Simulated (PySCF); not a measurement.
```yaml
atoms:
  - { symbol: P, position_ang: [0.0000, 0.0000, -0.5258] }
  - { symbol: O, position_ang: [0.0000, 0.0000, 1.0182] }
```

All numbers below come from PBE0/def2-TZVPPD, non-relativistic Hamiltonian with scalar-relativistic core potentials where named, at a bond length of 1.544 Å in PySCF 2.14.0.

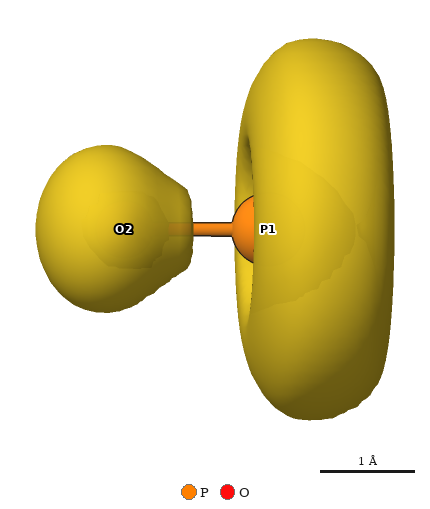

PO (charge −1, triplet). Isosurface of the ELF at 0.75 (yellow), seen from one side. Core shells and regions of very low density are left out.

> What do the ELF domains correspond to?

The ELF exceeds this value in one ring or bowl of non-bonding electrons around P and one region wrapped around O (its lone pairs, merged into a ring or cap). Along the contacts the grid gives the following. P–O (1.54 Å): the ELF peaks at about 0.85 between the atoms (a short, strongly polar bond).
